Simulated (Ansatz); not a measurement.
# Na2LiBrCl2: complex band structure, part 2 of 3

Aim: relax a made-up compound, Na2LiBrCl2, and see how good a tunnel barrier it would be. It is built by putting Li for part of the Na in the Na3BrCl2 structure of space group P-3m1, with the volume rescaled by atomic radii. The parent structure comes from the Materials Project.

Ansatz 0.2.0; PBE DFT, plane waves, PAW files (the session's first sound run).

So far, gap on path (eV): step 3 (the bulk crystal and its band edges) 4.27.

The structure was built from a prototype and need not be the compound's stable phase.

**4. Decaying states in the gap, plane (100), k-mesh 8×4×8**

This step: PBE DFT, plane waves, PAW files; complex bands by layer matching along the plane's normal (Ansatz 0.2.0).

The same crystal is laid in a cell whose first two vectors span the (100) plane (indices of the standard conventional cell, whose axes can be ordered otherwise than in the bulk input). At fixed energy and wavevector in the plane the solver finds all kz, real and complex. A few wavevectors are listed, (0, 0) and (0.5, 0) in units of the plane's reciprocal vectors; the slowest state needn't be among them.

input.yaml reads:

```yaml
crystal:
  lattice:
    - [3.974265399, 0.0, 0.0]
    - [0.0, 9.847225979, 0.0]
    - [1.9871327, 0.0, 3.441814797]
  atoms:
    - { symbol: Li, position: [0.0, 0.5, 0.0] }
    - { symbol: Na, position: [0.3333333333, 0.1866764035, 0.3333333333] }
    - { symbol: Na, position: [0.6666666667, 0.8133235965, 0.6666666667] }
    - { symbol: Br, position: [0.0, 0.0, 0.0] }
    - { symbol: Cl, position: [0.3333333333, 0.6438957716, 0.3333333333] }
    - { symbol: Cl, position: [0.6666666667, 0.3561042284, 0.6666666667] }
kpoints:
  mp_grid: { grid: [8, 4, 8] }
scf:
  occupations: { method: fixed }
hamiltonian:
  xc: pbe
output:
  eigenvalues: true
  transmission:
    leads: [[0, 0]]
    kpoints: [[0.0, 0.0], [0.5, 0.0]]
    e_range: [-1.0, 5.27]
    de: 0.16
```

Started as:

```
ansatz run input.yaml --threads 2 --pin off --max-ram 4096MiB --backend cpu --events-out ev --progress --plain --runs-dir out
```

Numbers of over 12 decimals in the logs are rounded to 6 here.

The program printed:

```text
[...]
Crystal: 6 atoms, lattice volume = 134.697 Å³
Basis set: ecut = 420 eV, 2661 PW (Γ)
Bands: 27, of which v1, the nominal top of the filled ones, is band 21 counted from 1 (20 counted from 0)
Symmetry: 12 space group operations
[...]
k-points: 35 of 256
[...]
SCF iter   1: F=—  HF=-8129.981857 eV  |F-HF|=—  |Δ(HF+E_count)|=         —  Δρ=2.86e-4  dr2=1.26e-4  ethr=1.77e-3  ⟨swp⟩=5.8  Hψ=3403  notcnv=0  defer=138
[...]
SCF iter   6: F=-8129.981858 eV  HF=-8129.981858 eV  |F-HF|=9.19e-11  |Δ(HF+E_count)|=   1.32e-8  Δρ=9.52e-7  dr2=9.98e-10  ethr=3.46e-11  ⟨swp⟩=8.5  Hψ=4528  notcnv=0
SCF 1 converged in 6 iterations: F = -8129.981858 eV  dr2 = 9.98e-10
[...]
transmission: 6 of 12 steps passed
transmission: 12 of 12 steps passed
SCF converged after 6 iterations
Free energy (F): -8129.981858 eV
[...]
Internal energy: -8129.981858 eV  (E = F + TS)
E sigma→0 (E₀):  -8129.981858 eV
Fermi energy:    1.817358 eV
[...]
--- Band table (eV; the first three rows and the last of 35) ---
  k-point 0: bands = [... 17 lower, 0.8384, 1.1872, 1.8174, 1.8174, 6.0910, 7.5466, 8.1284, 10.6160, ... 2 higher]
  k-point 1: bands = [... 17 lower, 0.8303, 1.1562, 1.4235, 1.7439, 6.5387, 7.9382, 8.6027, 10.3312, ... 2 higher]
  k-point 2: bands = [... 17 lower, 0.7197, 0.7728, 1.0584, 1.5761, 7.4312, 8.5597, 9.2414, 9.7068, ... 2 higher]
  k-point 34: bands = [... 17 lower, 0.4503, 0.5976, 0.6488, 0.8754, 8.9640, 9.2326, 9.7020, 10.0883, ... 2 higher]
--- Transmission ---
  basis      : 345 plane waves across, 6 finite elements along
  points     : 2, as listed
  energies   : 40 from -1.000000 to 5.240000 eV about the Fermi level, 0.160000 eV apart; the leads are filled to 2.136843 eV, and channels, transmission and decay are at 2.200000 eV
  crystal 0  : Na2Cl2Li1Br1, at the sites [0, 0], period 3.4418 Å: whole cells are its period
    offset         : up to 0.0000 Å between an atom of the period and one for which it stands
    channels       : 0.000000e0 a spin
    conductance    : none, the energies end too early or step too widely for 300 K: set another output.transmission.e_range or a lower de, or, where they end at an eighth of basis.ecutwfc, a higher one
    slowest decay  : 0.3263 /Å at (0.0000, 0.0000)
```

Wall time 77 s (2 threads of Arm Neoverse V1, shared host); peak memory 1.2 GiB; 2.6 min of CPU time.

Numbers from this step:

```yaml
level_to_which_the_leads_are_filled: 2.137 eV from the Fermi level
decay_constant_at_the_filling_level_zone_centre: 0.3262 Å⁻¹
decay_constant_at_the_filling_level_slowest_listed_point: 0.3263 Å⁻¹
```

K parallel (0, 0); values up to 1.5 1/Å, a degenerate pair printed once or twice; energies at which all values exceed this have no row. The Im kz of the slowest decaying states by energy, zero at the highest filled level on the SCF mesh:

```tsv
energy (eV)	decay 1 (Å⁻¹)	decay 2 (Å⁻¹)	decay 3 (Å⁻¹)	decay 4 (Å⁻¹)
-1.00	0.158	0.172	0.306	0.593
-0.04	0.370	0.557	0.683	0.826
0.92	0.274	0.439	0.592	0.625
2.04	0.326	0.456	0.636	0.713
3.00	0.299	0.437	0.610	0.745
3.96	0.172	0.391	0.556	0.754
4.92	0.286	0.325	0.467	0.701
```

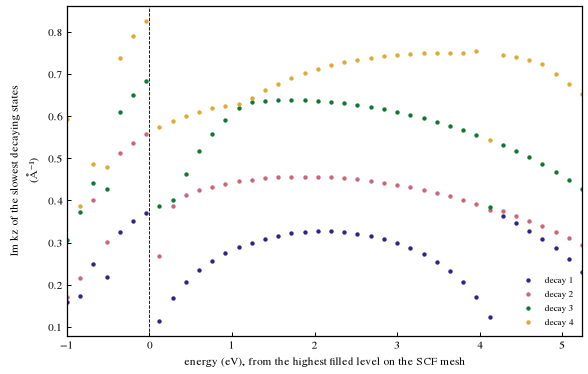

Im kz of the slowest decaying states against energy.

K parallel (0.5, 0); values up to 1.5 1/Å, a degenerate pair printed once or twice; energies at which all values exceed this have no row. Im kz of the slowest decaying states against energy, zero at the highest filled level on the SCF mesh:

```tsv
energy (eV)	decay 1 (Å⁻¹)	decay 2 (Å⁻¹)	decay 3 (Å⁻¹)	decay 4 (Å⁻¹)
-1.00	0.0810	0.340	1.28	1.36
-0.04	0.271	0.468	0.580	0.691
0.92	0.404	0.529	0.607	0.914
2.04	0.451	0.545	0.604	0.972
3.00	0.452	0.529	0.578	0.863
3.96	0.428	0.488	0.533	0.751
4.92	0.378	0.415	0.461	0.620
```

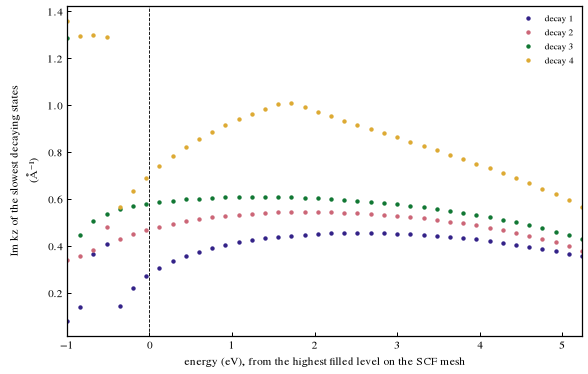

Im kz of the slowest decaying states, plotted against energy.

At the listed wavevectors the last open channel is at -0.04 eV and the next at +4.28 eV on the grid. At +2.20 eV, the grid energy nearest the filling level (the middle of the gap on the SCF mesh), the slowest state at the listed wavevectors decays with κ = 0.326 Å⁻¹, its amplitude falling by e over 3.1 Å. Through 1 nm of this crystal that state's transmission falls by exp(−2 × 0.326 Å⁻¹ × 10 Å) = 0.0015.

**5. Decay over the two-dimensional zone**

The listed points could miss the slowest state, so one energy near mid-gap is solved on a mesh of 12×4.

input.yaml: that of step 4 with these lines changed.

```diff
@@ -20,6 +20,2 @@
   eigenvalues: true
-  transmission:
-    leads: [[0, 0]]
-    kpoints: [[0.0, 0.0], [0.5, 0.0]]
-    e_range: [-1.0, 5.27]
-    de: 0.16
+  transmission: { leads: [[0, 0]], kmesh: [12, 4], e_range: [2.14, 2.15], de: 0.05 }
```

The program printed:

```text
[...]
Crystal: 6 atoms, lattice volume = 134.697 Å³
Basis set: ecut = 420 eV, 2661 PW (Γ)
Bands: 27, of which v1, the nominal top of the filled ones, is band 21 counted from 1 (20 counted from 0)
Symmetry: 12 space group operations
[...]
k-points: 35 of 256
[...]
SCF iter   1: F=—  HF=-8129.981857 eV  |F-HF|=—  |Δ(HF+E_count)|=         —  Δρ=2.86e-4  dr2=1.26e-4  ethr=1.77e-3  ⟨swp⟩=5.8  Hψ=3403  notcnv=0  defer=138
[...]
SCF iter   6: F=-8129.981858 eV  HF=-8129.981858 eV  |F-HF|=9.19e-11  |Δ(HF+E_count)|=   1.32e-8  Δρ=9.52e-7  dr2=9.98e-10  ethr=3.46e-11  ⟨swp⟩=8.5  Hψ=4528  notcnv=0
SCF 1 converged in 6 iterations: F = -8129.981858 eV  dr2 = 9.98e-10
[...]
transmission: 18 of 126 steps passed
transmission: 36 of 126 steps passed
[...]
transmission: 126 of 126 steps passed
SCF converged after 6 iterations
Free energy (F): -8129.981858 eV
[...]
Internal energy: -8129.981858 eV  (E = F + TS)
E sigma→0 (E₀):  -8129.981858 eV
Fermi energy:    1.817358 eV
[...]
--- Band table (eV; the first three rows and the last of 35) ---
  k-point 0: bands = [... 17 lower, 0.8384, 1.1872, 1.8174, 1.8174, 6.0910, 7.5466, 8.1284, 10.6160, ... 2 higher]
  k-point 1: bands = [... 17 lower, 0.8303, 1.1562, 1.4235, 1.7439, 6.5387, 7.9382, 8.6027, 10.3312, ... 2 higher]
  k-point 2: bands = [... 17 lower, 0.7197, 0.7728, 1.0584, 1.5761, 7.4312, 8.5597, 9.2414, 9.7068, ... 2 higher]
  k-point 34: bands = [... 17 lower, 0.4503, 0.5976, 0.6488, 0.8754, 8.9640, 9.2326, 9.7020, 10.0883, ... 2 higher]
--- Transmission ---
  basis      : 345 plane waves across, 6 finite elements along
  points     : 21, standing for a mesh of 12 x 4
  energies   : 1 from 2.140000 to 2.140000 eV about the Fermi level; the leads are filled to 2.136843 eV, and channels, transmission and decay are at 2.140000 eV
[...]
channels       : 0.000000e0 a spin
    conductance    : none, crystal 0 has no channel at the energies, or these end too early or step too widely for 300 K: set another output.transmission.e_range or a lower de, or, where they end at an eighth of basis.ecutwfc, a higher one
    slowest decay  : 0.3265 /Å at (0.0000, 0.0000)
```

It took 88 s on 2 threads; peak memory 1.1 GiB; 2.9 min of CPU time.

This step gave:

```yaml
least_decay_constant_on_the_mesh: 0.3265 Å⁻¹
```

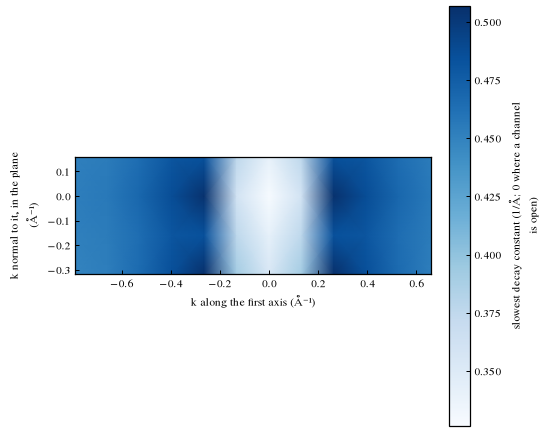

Slowest decay constant (1/Å; 0 where a channel is open) over k1 and k2. At 2.1400 eV from the Fermi level.

The least value on the mesh is 0.327 Å⁻¹ at +2.14 eV. At that energy the listed points give about 0.326 Å⁻¹ by interpolation, so the mesh holds no clearly slower state.

**6. Complex bands, plane (001), k-mesh 8×8×4**

The same for the (001) plane, at (0, 0) and (0.5, 0), to see how the decay depends on direction.

input.yaml reads:

```yaml
crystal:
  lattice:
    - [3.974265399, 0.0, 0.0]
    - [1.9871327, 3.441814797, 0.0]
    - [0.0, 0.0, 9.847225979]
  atoms:
    - { symbol: Li, position: [0.0, 0.0, 0.5] }
    - { symbol: Na, position: [0.6666666667, 0.6666666667, 0.1866764035] }
    - { symbol: Na, position: [0.3333333333, 0.3333333333, 0.8133235965] }
    - { symbol: Br, position: [0.0, 0.0, 0.0] }
    - { symbol: Cl, position: [0.6666666667, 0.6666666667, 0.6438957716] }
    - { symbol: Cl, position: [0.3333333333, 0.3333333333, 0.3561042284] }
kpoints:
  mp_grid: { grid: [8, 8, 4] }
scf:
  occupations: { method: fixed }
hamiltonian:
  xc: pbe
output:
  eigenvalues: true
  transmission:
    leads: [[0, 0]]
    kpoints: [[0.0, 0.0], [0.5, 0.0]]
    e_range: [-1.0, 5.27]
    de: 0.13
```

The program printed:

```text
[...]
Crystal: 6 atoms, lattice volume = 134.697 Å³
Basis set: ecut = 420 eV, 2661 PW (Γ)
Bands: 27, of which v1, the nominal top of the filled ones, is band 21 counted from 1 (20 counted from 0)
Symmetry: 12 space group operations
[...]
k-points: 35 of 256
[...]
SCF iter   1: F=—  HF=-8129.981667 eV  |F-HF|=—  |Δ(HF+E_count)|=         —  Δρ=2.86e-4  dr2=1.28e-4  ethr=1.77e-3  ⟨swp⟩=5.9  Hψ=3408  notcnv=0  defer=137
[...]
SCF iter   6: F=-8129.981858 eV  HF=-8129.981858 eV  |F-HF|=6.18e-11  |Δ(HF+E_count)|=   1.35e-8  Δρ=6.60e-7  dr2=8.81e-10  ethr=3.66e-11  ⟨swp⟩=8.5  Hψ=4357  notcnv=0
SCF 1 converged in 6 iterations: F = -8129.981858 eV  dr2 = 8.81e-10
[...]
transmission: 16 of 32 steps passed
transmission: 32 of 32 steps passed
SCF converged after 6 iterations
Free energy (F): -8129.981858 eV
[...]
Internal energy: -8129.981858 eV  (E = F + TS)
E sigma→0 (E₀):  -8129.981858 eV
Fermi energy:    1.817366 eV
[...]
--- Band table (eV; the first three rows and the last of 35) ---
  k-point 0: bands = [... 17 lower, 0.8384, 1.1872, 1.8174, 1.8174, 6.0910, 7.5466, 8.1284, 10.6160, ... 2 higher]
  k-point 1: bands = [... 17 lower, 0.8408, 0.9918, 1.8166, 1.8166, 6.3276, 7.4263, 7.9926, 10.4144, ... 2 higher]
  k-point 2: bands = [... 17 lower, 0.8432, 0.8432, 1.8158, 1.8158, 6.7458, 7.0913, 7.8848, 10.3526, ... 2 higher]
  k-point 34: bands = [... 17 lower, 0.4503, 0.5976, 0.6488, 0.8754, 8.9640, 9.2326, 9.7020, 10.0883, ... 2 higher]
--- Transmission ---
  basis      : 121 plane waves across, 16 finite elements along
  points     : 2, as listed
[...]
crystal 0  : Br1Na2Cl2Li1, at the sites [0, 0], period 9.8472 Å: whole cells are its period
[...]
channels       : 0.000000e0 a spin
[...]
slowest decay  : 0.3439 /Å at (0.0000, 0.0000)
```

Elapsed: 18 s, on 2 threads; peak memory 0.45 GiB; 25 s of CPU time.

Numbers from this step:

```
decay constant at the filling level, zone centre          : 0.3439 Å⁻¹
decay constant at the filling level, slowest listed point : 0.3439 Å⁻¹
```

K parallel (0, 0); values up to 1.5 1/Å, a degenerate pair printed once or twice; energies at which all values exceed this have no row. The Im kz of the slowest decaying states by energy, zero at the highest filled level on the SCF mesh:

```tsv
energy (eV)	decay 1 (Å⁻¹)	decay 2 (Å⁻¹)	decay 3 (Å⁻¹)	decay 4 (Å⁻¹)
-1.000	0.291	1.40	-	-
-0.480	0.132	0.638	1.37	1.47
0.040	0.255	0.477	1.35	1.42
0.560	0.311	0.778	1.33	1.37
0.950	0.334	0.842	1.32	1.33
1.470	0.348	0.889	1.26	1.30
1.990	0.347	0.912	1.19	1.29
2.510	0.331	0.920	1.12	1.29
3.030	0.298	0.919	1.04	1.28
3.550	0.244	0.911	0.955	1.27
3.940	0.174	0.888	0.900	1.24
4.460	0.791	0.881	1.19	1.24
4.980	0.0321	0.678	0.857	1.12
```

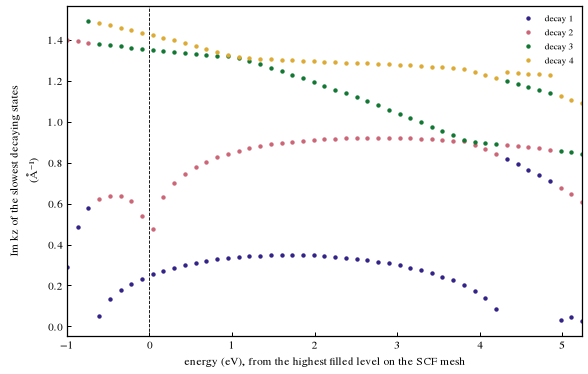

Im kz of the slowest decaying states against energy.

K parallel (0.5, 0); values up to 1.5 1/Å, a degenerate pair printed once or twice; energies at which all values exceed this have no row. The Im kz of the slowest decaying states by energy, zero at the highest filled level on the SCF mesh:

```tsv
energy (eV)	decay 1 (Å⁻¹)	decay 2 (Å⁻¹)	decay 3 (Å⁻¹)	decay 4 (Å⁻¹)
-1.00	0.280	0.394	1.35	-
0.04	0.377	0.474	0.614	1.26
0.95	0.458	0.525	0.753	1.18
1.99	0.482	0.538	0.802	1.08
3.03	0.465	0.517	0.805	0.971
3.94	0.420	0.475	0.784	0.859
4.98	0.323	0.393	0.707	0.740
```

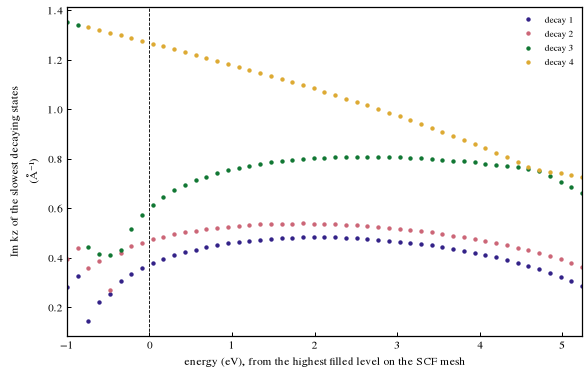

Im kz of the slowest decaying states against energy.

At the listed wavevectors the last open channel is at -0.74 eV and the next at +4.33 eV on the grid, wider than the gap, since narrow bands can fall between grid energies. At +2.12 eV, the grid energy nearest the filling level (the middle of the gap on the SCF mesh), the slowest state at the listed wavevectors decays with κ = 0.344 Å⁻¹, its amplitude falling by e over 2.9 Å; the first such run, plane (100), gave 0.326 Å⁻¹.

**7. Band edges at another level, cutoff 1197.3 eV**

This step: PBE DFT, plane waves, norm-conserving files (Ansatz 0.2.0).

The edges again with norm-conserving files, at the same atoms. Against that run the cutoff is 1197 eV against 420.

input.yaml reads:

```yaml
crystal:
  lattice:
    - [3.9742653992, 0.0, 0.0]
    - [-1.9871326996, 3.4418147971, 0.0]
    - [0.0, 0.0, 9.8472259792]
  atoms:
    - { symbol: Li, position: [0.0, 0.0, 0.5] }
    - { symbol: Na, position: [0.3333333333, 0.6666666667, 0.1866764035] }
    - { symbol: Na, position: [0.6666666667, 0.3333333333, 0.8133235965] }
    - { symbol: Br, position: [0.0, 0.0, 0.0] }
    - { symbol: Cl, position: [0.3333333333, 0.6666666667, 0.6438957716] }
    - { symbol: Cl, position: [0.6666666667, 0.3333333333, 0.3561042284] }
kpoints:
  mp_grid: { grid: [8, 8, 4] }
  band_path: { path: [VBM, CBM], npoints: 30 }
scf:
  occupations: { method: fixed }
hamiltonian:
  xc: pbe
  pseudopotentials: { kind: nc }
output:
  eigenvalues: true
```

The program printed:

```text
[...]
Crystal: 6 atoms, lattice volume = 134.697 Å³
Basis set: ecut = 1197.300995 eV, 12727 PW (Γ)
Bands: 27, of which v1, the nominal top of the filled ones, is band 21 counted from 1 (20 counted from 0)
Symmetry: 12 space group operations
[...]
k-points: 35 of 256
[...]
SCF iter   1: F=—  HF=-4124.173902 eV  |F-HF|=—  |Δ(HF+E_count)|=         —  Δρ=8.07e-2  dr2=8.80e0  ethr=3.10e-3  ⟨swp⟩=5.7  Hψ=3911  notcnv=0  defer=133
[...]
SCF iter   8: F=-4120.423751 eV  HF=-4120.423751 eV  |F-HF|=4.15e-8  |Δ(HF+E_count)|=   1.06e-6  Δρ=4.41e-6  dr2=3.18e-8  ethr=2.38e-10  ⟨swp⟩=13.7  Hψ=6017  notcnv=0
SCF 1 converged in 8 iterations: F = -4120.423751 eV  dr2 = 3.18e-8
[...]
SCF converged after 8 iterations
Free energy (F): -4120.423751 eV
[...]
Internal energy: -4120.423751 eV  (E = F + TS)
E sigma→0 (E₀):  -4120.423751 eV
Fermi energy:    1.778219 eV
[...]
--- Band table (eV; the first three rows and the last of 35) ---
  k-point 0: bands = [... 17 lower, 0.7984, 1.1474, 1.7782, 1.7782, 6.0525, 7.5091, 8.0904, 10.5803, ... 2 higher]
  k-point 1: bands = [... 17 lower, 0.8009, 0.9522, 1.7774, 1.7774, 6.2889, 7.3884, 7.9549, 10.3772, ... 2 higher]
  k-point 2: bands = [... 17 lower, 0.8032, 0.8032, 1.7767, 1.7767, 6.7068, 7.0531, 7.8476, 10.3158, ... 2 higher]
  k-point 34: bands = [... 17 lower, 0.4112, 0.5583, 0.6100, 0.8355, 8.9272, 9.1957, 9.6660, 10.0521, ... 2 higher]
```

The job ended after 37 s (2 threads; peak memory 0.78 GiB).

Numbers from this step:

* free energy: -4120.4238 eV
* Fermi energy: 1.778 eV

Levels at VBM (eV): -2.48, -2.15, -1.15, -1.15, -0.98, -0.98, -0.63, 0.00, 0.00, 4.27, 5.73, 6.31.

The searched edges give 4.27 eV, as on the mesh.

**8. Complex bands at another level**

This step: PBE DFT, plane waves, norm-conserving files; complex bands by layer matching along the plane's normal (Ansatz 0.2.0).

The complex bands at that level, over its own gap, at (0, 0) and (0.5, 0).

input.yaml reads:

```yaml
crystal:
  lattice:
    - [3.974265399, 0.0, 0.0]
    - [0.0, 9.847225979, 0.0]
    - [1.9871327, 0.0, 3.441814797]
  atoms:
    - { symbol: Li, position: [0.0, 0.5, 0.0] }
    - { symbol: Na, position: [0.3333333333, 0.1866764035, 0.3333333333] }
    - { symbol: Na, position: [0.6666666667, 0.8133235965, 0.6666666667] }
    - { symbol: Br, position: [0.0, 0.0, 0.0] }
    - { symbol: Cl, position: [0.3333333333, 0.6438957716, 0.3333333333] }
    - { symbol: Cl, position: [0.6666666667, 0.3561042284, 0.6666666667] }
kpoints:
  mp_grid: { grid: [8, 4, 8] }
scf:
  occupations: { method: fixed }
hamiltonian:
  xc: pbe
  pseudopotentials: { kind: nc }
output:
  eigenvalues: true
  transmission:
    leads: [[0, 0]]
    kpoints: [[0.0, 0.0], [0.5, 0.0]]
    e_range: [-1.0, 5.27]
    de: 0.16
```

The program printed:

```text
Engine: ansatz 0.2.0, aarch64-unknown-linux-gnu
Pseudopotentials: kind: nc
Pseudopotential: Li, nc, valence charge 3, recommended cutoff 1034.032677 eV (normal), Li.nc.azcp
Pseudopotential: Na, nc, valence charge 9, recommended cutoff 1197.300995 eV (normal), Na.nc.azcp
Pseudopotential: Br, nc, valence charge 7, recommended cutoff 625.861884 eV (normal), Br.nc.azcp
Pseudopotential: Cl, nc, valence charge 7, recommended cutoff 789.130201 eV (normal), Cl.nc.azcp (PseudoDojo's, or run here from an input of PseudoDojo's: the run reads no file of this project's for it)
Functional definition: PBE
  parameter kappa = 0.804
  parameter beta = 0.066725
  exchange = pbe_x(kappa = kappa, mu = beta*pi^2/3)
  correlation = pbe_c(beta = beta)
Error: memory limit exceeded: the `transmission` phase of `transmission` needs 6.76 GiB against the run's memory maximum of 4.00 GiB; largest carriers: transmission 6.40 GiB, unmodelled-tail allowance 0.30 GiB, source scf tables 0.05 GiB, source scf state 0.00 GiB; the layers of output.transmission grow with the square of the cell's cross-section: a lower cutoff or a narrower output.transmission.e_range takes less, and so, most of all in a narrow cell, does a wider de; where no e_range is typed, a fill by count is planned with a gap of 40 thermal energies
with nothing else changed it takes a maximum of at least 6.76 GiB, with nothing to spare, and 7.44 GiB leaves up to a tenth: --max-ram 7.44GiB where that set the maximum, else more of the term that did, and with no share typed, where 7.44 GiB is over 0.88 of the host's memory or its container's limit, a share of 0.88 or more that holds the maximum too (--max-ram-frac F), where one does; The budget is ten elevenths of [...]
`transmission` follows the SCF: where the deck gives it k-points, a mesh or a band count of its own, those are what to reduce (not on a resume, whose deck is fixed)
```

Elapsed: 0.22 s, on 2 threads; peak memory 0.18 GiB.

The input was rejected at the start.

The program's message: “Error: memory limit exceeded: the `transmission` phase of `transmission` needs 6.76 GiB against the run's memory maximum of 4.00 GiB; largest carriers: transmission 6.40 GiB, unmodelled-tail allowance …”

(Continued in part 3 of 3.)

[Logs are printed without paths, hosts, clocks, repeated set-up lines and the standing remarks that a program may print on its own settings, such as how far it seeks lower states.]

[Hosts, paths, dates, database ids (printed as entryN), source tags and the programs' standing remarks are cut or masked in the printed files.]
